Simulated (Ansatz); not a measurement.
## Electronic structure of C$_{4}$H$_{9}$Al (SMILES C1C[CH2][AlH][CH2]1) in real space

```xyz
14

C    -1.1099    0.4288    0.1796
C    -0.2494    1.5924   -0.3421
C     1.1145    1.0907   -0.8550
C    -1.2117   -0.7006   -0.8640
Al    0.5920   -0.6329   -1.6496
H    -2.1018    0.8013    0.4898
H    -0.6373    0.0329    1.0979
H    -0.1430    2.3645    0.4398
H    -0.7927    2.0798   -1.1732
H     1.6294    1.8250   -1.4942
H     1.7966    0.9041   -0.0021
H     1.3701   -1.6386   -2.6094
H    -1.5576   -1.6533   -0.4331
H    -1.9553   -0.4348   -1.6411
```

Geometry: PBE0-D3(BJ)/def2-SVP.

Level of theory: Ansatz, isolated molecule in a Gaussian basis; Kohn-Sham density functional theory, functional PBE0.

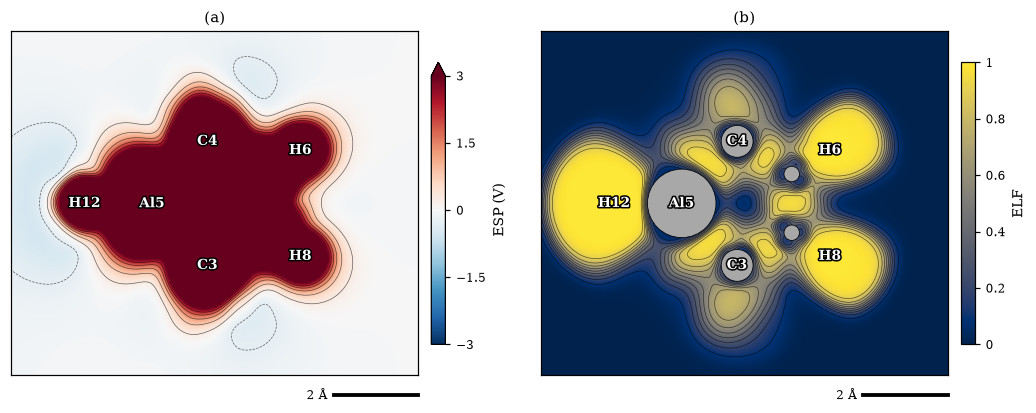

Figure 1. (a) electrostatic potential; (b) electron localisation function on the plane of atoms C3, Al5 and C4. Grey discs cover the atomic cores in the ELF map.

Interpret the plot.

Atoms in the plane: C, Al and H.
C–Al (1.97 Å): the ELF peaks at about 0.95 between the atoms; a polar covalent bond.
Al–H (1.59 Å): the ELF climbs to about 1 towards the hydrogen.
Outside the dense part of the molecule the potential is most negative (−0.5 V) near H12.

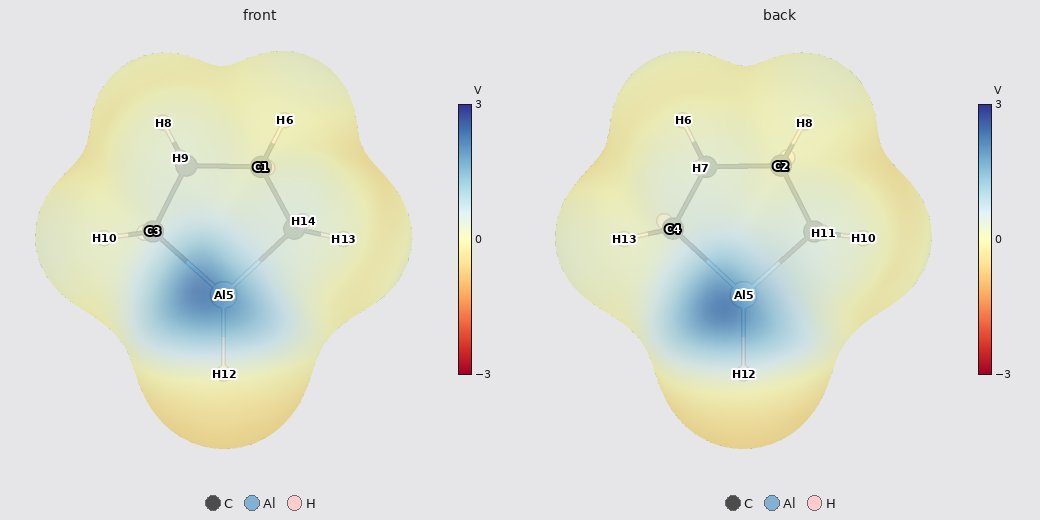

Figure 2. The molecular electrostatic potential painted on the density surface at 0.001 e/bohr³, seen from the front and from behind; red is negative and blue positive.

Which sites attract a positive test charge, and which a negative one?

A positive charge is drawn to the negative regions and a negative charge to the positive ones. The most negative region (about −0.5 V) lies over H12, the most positive (about +2.2 V) over Al5.

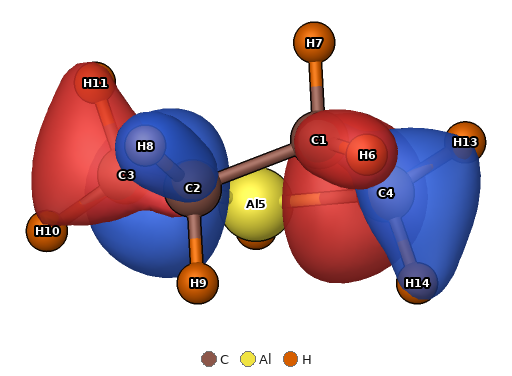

Figure 3. One frontier orbital at ±0.15 Å⁻³ᐟ² (blue and red are the two phases), seen from one side.

Which orbital is it: HOMO or LUMO?

The HOMO, at −6.99 eV. It lies mainly on C4 (about 25 %), C3 (about 25 %) and Al5 (about 20 %).
